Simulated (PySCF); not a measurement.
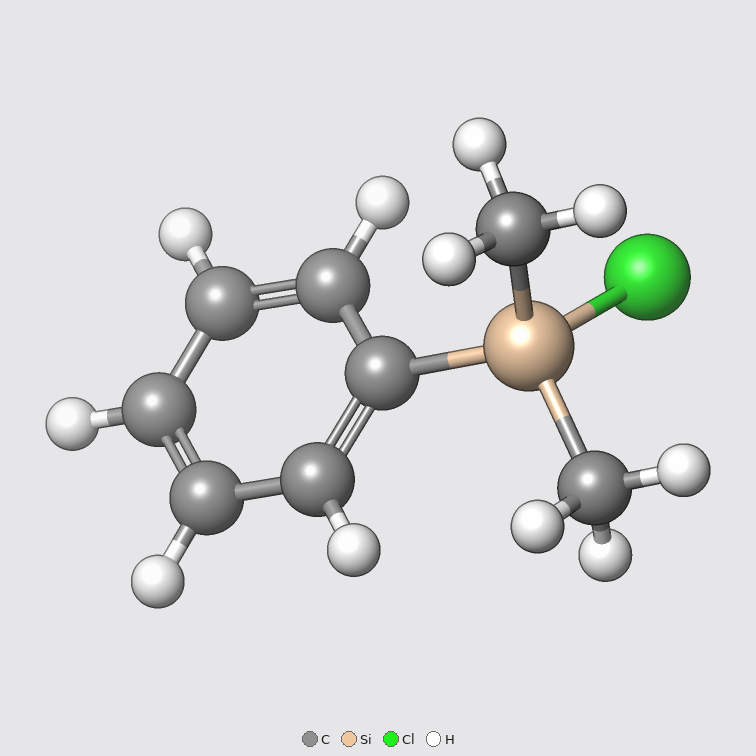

The geometry was computed by an optimisation with PBE0-D3(BJ)/def2-SVP. No frequency run is at hand to confirm it as a minimum.

Draw it as a skeletal formula.

SMILES: C[Si](C)(Cl)c1ccccc1

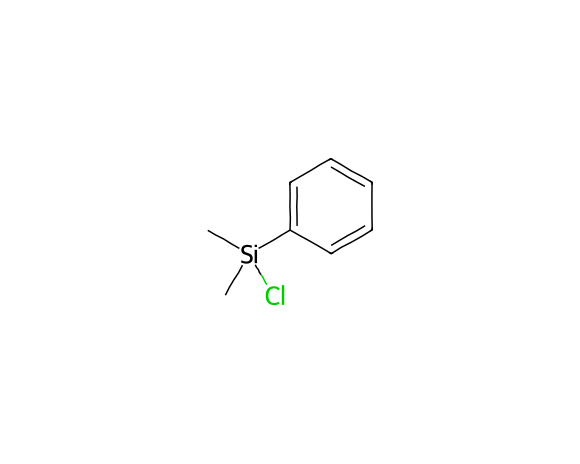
